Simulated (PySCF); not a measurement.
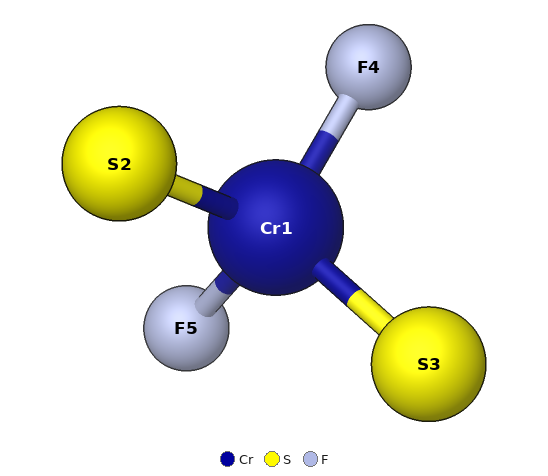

The species is neutral and a spin singlet. The computed structure is the end point of a PBE0-D3(BJ)/def2-SVP optimisation. No frequency run is at hand to confirm it as a minimum. Properties computed with delta-SCF UKS SCAN, pcX-2 on the ionised atom (unc-x2c-TZVPall on a metal), pcseg-1 elsewhere, spin-free X2C (PySCF 2.14.0).

Give the core-electron binding energies (to vacuum; p and d levels without spin–orbit splitting) of Cr1 2p, S2 1s, S2 2p, F4 1s.

```json
{"atom": "Cr1", "level": "2p", "binding energy (eV)": "588.3"}
{"atom": "S2", "level": "1s", "binding energy (eV)": "2477.5"}
{"atom": "S2", "level": "2p", "binding energy (eV)": "170.1"}
{"atom": "F4", "level": "1s", "binding energy (eV)": "691.9"}
```
